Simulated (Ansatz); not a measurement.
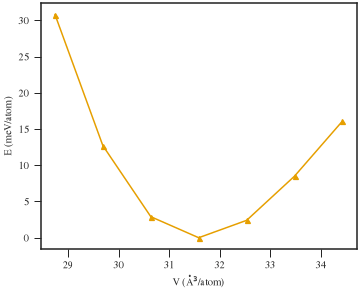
Figure. Sb (A7 (α-As type), space group No. 166) under volume change, DFT-r²SCAN in the program Ansatz with PAW potentials, shape and atoms relaxed at each volume.

Task: What does a third-order Birch–Murnaghan fit give for V₀, B₀ and B′?

Result: V₀ = 31.61 Å³/atom, B₀ = 26.5 GPa, B′ = 9.8.

Space group R-3m (A7 (α-As type)). Symmetry was held in the r²SCAN relaxation; of distortions, only those at the zone centre were tested. Scalar-relativistic: spin–orbit coupling is off unless named, which matters more the heavier the elements.

Potentials: the later of the program's two PAW sets.
